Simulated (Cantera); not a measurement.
Input: 1 mol Al, a varied amount of I2, 7.7 mol H2, held at 925 K and 4.10 Pa.

Cantera equilibrium calculation (NASA polynomials, part measured and part estimated; ideal gas, pure solids and liquids). Candidate condensed phases: Al, AlI3, I2; 11 gas species. Equilibrium is a limit: real reactors are often held back by kinetics, nucleation or transport.

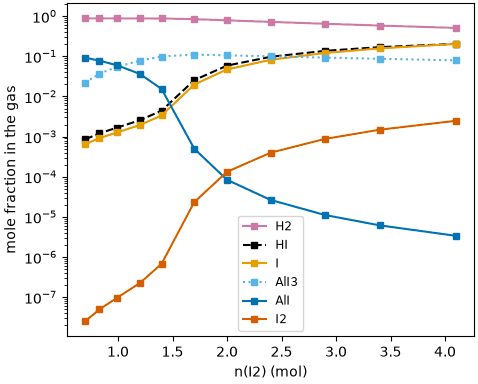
Equilibrium gas composition (values under 1e-9 drawn at 1e-9)

From 0.7 mol I2 to 4.1 mol I2 nothing is condensed. The main Al-bearing gas is AlI at 0.7 mol I2 and AlI3 at 4.1 mol I2.
